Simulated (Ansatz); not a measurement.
GaH$_{3}$···NH$_{3}$

```yaml
atoms:
  - { symbol: Ga, position_ang: [-0.0519, 0.4321, -0.5776] }
  - { symbol: N, position_ang: [-0.0309, 0.1245, 2.5201] }
  - { symbol: H, position_ang: [-0.8464, -0.0210, 3.1294] }
  - { symbol: H, position_ang: [0.8059, 0.1253, 3.1174] }
  - { symbol: H, position_ang: [1.3875, -0.0094, -1.0718] }
  - { symbol: H, position_ang: [-1.3716, -0.3016, -1.0625] }
  - { symbol: H, position_ang: [-0.1860, 1.7110, 0.3400] }
  - { symbol: H, position_ang: [-0.1240, 1.0777, 2.1003] }
```

Not at a stationary point (largest force 0.8 eV/Å).

The calculation used Ansatz, RKS BLYP-D4/def2-SVP.

What can the converged electron density and electron localisation function tell about the bonding?

Answer. N–H (1.03 Å): ρ at the midpoint is about 2.7 e/Å³; the ELF climbs to about 1 towards the hydrogen, as it does in any bond to H: a covalent bond by its length.

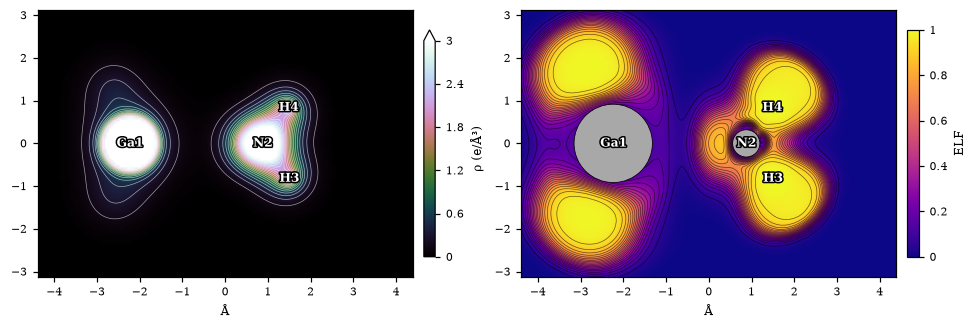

Computed electron density and electron localisation function on the plane of atoms H3, N2 and H4, in this order. Grey discs cover the atomic cores in the ELF map. 
